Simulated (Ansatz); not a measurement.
# One shape, several levels: CH6O2Si (SMILES C[SiH](O)O)

Aim: a comparison of 6 runs (HF/3-21G, B3LYP/cc-pVDZ, CAM-B3LYP/cc-pVDZ, RPA@PBE0/cc-pVDZ, BCCD(T)/cc-pVDZ, CCSD/cc-pVDZ) of CH6O2Si. 

Program for the calculation: Ansatz 0.2.0.

59 further runs of the same task are left out: 59 set aside as unsound or not needed.

## (1) The structure to begin with

CH6O2Si has 10 atoms, charge 0, and is taken as a singlet. SMILES: `C[SiH](O)O`. One bond was lengthened or shortened from a relaxed shape.

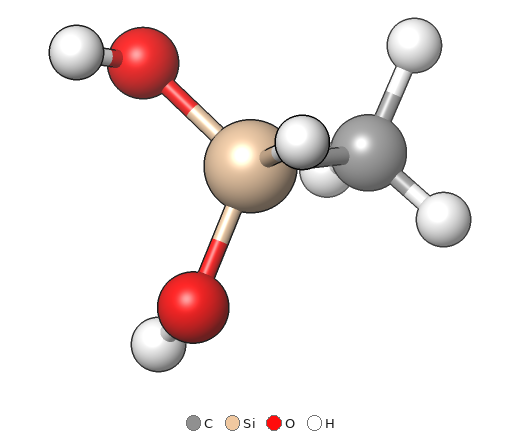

The structure, seen from a chosen angle (carbon grey, silicon light orange, oxygen red, hydrogen white).

## (2) A single-point energy at HF/3-21G (run 1)

Input file molecule.yaml:

```yaml
basis:
  gaussian: {orbitals: 3-21G.json}
crystal:
  periodic: [false, false, false]
  atoms:
    - symbol: C
      position_ang: [-1.208918, 0.326600, -0.285516]
    - symbol: Si
      position_ang: [0.601582, 0.158800, 0.067684]
    - symbol: O
      position_ang: [0.734482, -1.177200, 1.021684]
    - symbol: O
      position_ang: [1.509082, 0.037300, -1.300716]
    - symbol: H
      position_ang: [-1.597018, -0.571000, -0.774716]
    - symbol: H
      position_ang: [-1.853400, 0.489100, 0.780800]
    - symbol: H
      position_ang: [-1.400318, 1.182600, -0.936516]
    - symbol: H
      position_ang: [1.172682, 1.348700, 0.745584]
    - symbol: H
      position_ang: [1.605582, -1.388100, 1.360684]
    - symbol: H
      position_ang: [1.276182, -0.648800, -1.928016]
hamiltonian: {xc: hf}
accuracy: high
output: {orbitals: {seedname: orbitals}}
```

The basis set 3-21G is read from a file made from the Basis Set Exchange's data (not shown).

On the command line:

```console
ansatz run molecule.yaml --threads 1 --pin off --max-ram 3480MiB --events-out events.jsonl --progress --plain --runs-dir runs
```

The program printed:

```text
Warning: RAYON_NUM_THREADS=1 ignored (pool sized by the plan → 1); use --threads N
Functional definition: HF
  name "HF"
  exchange = exact_x
  correlation = 0
1198 factors; integrals over basis functions are off by at most 4.0e-9 eV
mean field evaluation 1: about -12990.5159 eV, gradient 4.1e1 eV
mean field evaluation 2: about -12990.7971 eV, gradient 4.2e1 eV
mean field evaluation 4: about -12994.0191 eV, gradient 2.1e0 eV
mean field evaluation 8: about -12994.0506 eV, gradient 1.4e-1 eV
mean field evaluation 16: about -12994.0507 eV, gradient 3.4e-8 eV
mean field -12994.05066376 eV, -477.5225542093 hartree, gradient 3.4e-8 eV, S^2 0.000000; 0 other end points of the search recorded, 0 dependent functions left out
reference -12994.05066376 eV, -477.5225542093 hartree; 21, 21 occupied and 31, 31 virtual orbitals, 1198 factors
Total energy: -12994.05066376 eV, -477.5225542093 hartree
```

Wall time 0.67 s (1 thread of Arm Neoverse V2, shared host); peak memory 0.11 GiB.

## (3) The energy at B3LYP/cc-pVDZ (run 2)

Input file in.yaml:

```yaml
basis:
  gaussian: {orbitals: cc-pVDZ}
crystal:
  periodic: [false, false, false]
  atoms:
    - symbol: C
      position_ang: [-1.208918, 0.326600, -0.285516]
    - symbol: Si
      position_ang: [0.601582, 0.158800, 0.067684]
    - symbol: O
      position_ang: [0.734482, -1.177200, 1.021684]
    - symbol: O
      position_ang: [1.509082, 0.037300, -1.300716]
    - symbol: H
      position_ang: [-1.597018, -0.571000, -0.774716]
    - symbol: H
      position_ang: [-1.853400, 0.489100, 0.780800]
    - symbol: H
      position_ang: [-1.400318, 1.182600, -0.936516]
    - symbol: H
      position_ang: [1.172682, 1.348700, 0.745584]
    - symbol: H
      position_ang: [1.605582, -1.388100, 1.360684]
    - symbol: H
      position_ang: [1.276182, -0.648800, -1.928016]
output: {orbitals: {seedname: orbitals}}
accuracy: high
hamiltonian: {xc: {name: B3LYP}}
```

On the command line:

```console
ansatz run in.yaml --threads 1 --pin off --max-ram 3480MiB --events-out events.jsonl --progress --plain --runs-dir runs
```

The program printed:

```text
Warning: RAYON_NUM_THREADS=1 ignored (pool sized by the plan → 1); use --threads N
Functional definition: B3LYP
  name "B3LYP"
  parameter a0 = 0.2
  parameter ax = 0.72
  parameter ac = 0.81
  exchange = (1 - a0 - ax)*slater_x + ax*b88_x + a0*exact_x
  correlation = (1 - ac)*vwn_rpa_c + ac*lyp_c
2104 factors; integrals over basis functions are off by at most 3.5e-9 eV
mean field evaluation 1: about -13098.0334 eV, gradient 7.7e1 eV
mean field evaluation 2: about -13085.9344 eV, gradient 1.1e2 eV
mean field evaluation 4: about -13109.1314 eV, gradient 4.2e0 eV
mean field evaluation 8: about -13109.3348 eV, gradient 1.8e-1 eV
mean field evaluation 16: about -13109.3349 eV, gradient 3.4e-5 eV
mean field -13109.33491538 eV, -481.7591723140 hartree, gradient 9.6e-8 eV, S^2 0.000000; 0 other end points of the search recorded, 0 dependent functions left out
reference -13109.33495695 eV, -481.7591738414 hartree; 21, 21 occupied and 69, 69 virtual orbitals, 2104 factors
Total energy: -13109.33495695 eV, -481.7591738414 hartree
```

It took 9 s on 1 thread of Arm Neoverse V2, shared host; peak memory 0.31 GiB.

Runs 3 to 5 aren't shown in full; the table further down has their settings and results.

## (4) A single-point energy at CCSD/cc-pVDZ (run 6)

Input file molecule.yaml:

```yaml
crystal:
  periodic: [false, false, false]
  atoms:
    - {symbol: C, position_ang: [-1.208918, 0.326600, -0.285516]}
    - {symbol: Si, position_ang: [0.601582, 0.158800, 0.067684]}
    - {symbol: O, position_ang: [0.734482, -1.177200, 1.021684]}
    - {symbol: O, position_ang: [1.509082, 0.037300, -1.300716]}
    - {symbol: H, position_ang: [-1.597018, -0.571000, -0.774716]}
    - {symbol: H, position_ang: [-1.853400, 0.489100, 0.780800]}
    - {symbol: H, position_ang: [-1.400318, 1.182600, -0.936516]}
    - {symbol: H, position_ang: [1.172682, 1.348700, 0.745584]}
    - {symbol: H, position_ang: [1.605582, -1.388100, 1.360684]}
    - {symbol: H, position_ang: [1.276182, -0.648800, -1.928016]}
basis:
  gaussian: {orbitals: cc-pVDZ}
correlation: {method: ccsd, frozen_orbitals: {C: 1, H: 0, O: 1, Si: 5}}
accuracy: high
scf: {omitted_lower_state_checks: [cluster_reference, increment]}
```

On the command line:

```console
ansatz run molecule.yaml --threads 1 --pin off --max-ram 3480MiB --events-out events.jsonl --progress --plain --runs-dir runs
```

The program printed:

```text
Warning: RAYON_NUM_THREADS=1 ignored (pool sized by the plan → 1); use --threads N
[... 11 lines left out ...]
8 core orbitals not correlated: weight in the atoms' cores, before any rotation towards them, 1.000 or more for the frozen orbitals, at most 0.000 for the correlated occupied ones
[... 22 lines left out ...]
Total energy: -13082.52456373 eV, -480.7739100635 hartree
Checks for a lower state left out: cluster_reference, increment
```

It took 20 s on 1 thread of Arm Neoverse V2, shared host; peak memory 0.57 GiB.

## (5) All runs side by side

| run | level | frozen core orbitals | energy (Eh) | wall time |
| --- | --- | --- | --- | --- |
| 1 | HF/3-21G | – | -477.522554 | 0.67 s |
| 2 | B3LYP/cc-pVDZ | – | -481.759174 | 9 s |
| 3 | CAM-B3LYP/cc-pVDZ | – | -481.668747 | 9.9 s |
| 4 | RPA@PBE0/cc-pVDZ | 8 | -480.992871 | 16 s |
| 5 | BCCD(T)/cc-pVDZ | 8 | -480.788970 | 37 s |
| 6 | CCSD/cc-pVDZ | 8 | -480.773910 | 20 s |

## (6) Results

```
                                          quantity          value
                               run 6: total energy  -480.77391 Eh
run 6: correlation energy (8 core orbitals frozen)     -660.9 mEh
                              run 6: T1 diagnostic          0.011
```

Over runs 1, 2, 3 the HOMO–LUMO gap runs from 9.02 eV (B3LYP/cc-pVDZ) to 17.72 eV (HF/3-21G). The two ends differ in method and basis. Totals of different functionals can't be ranked against each other. All runs together took 93 s, the longest 37 s.
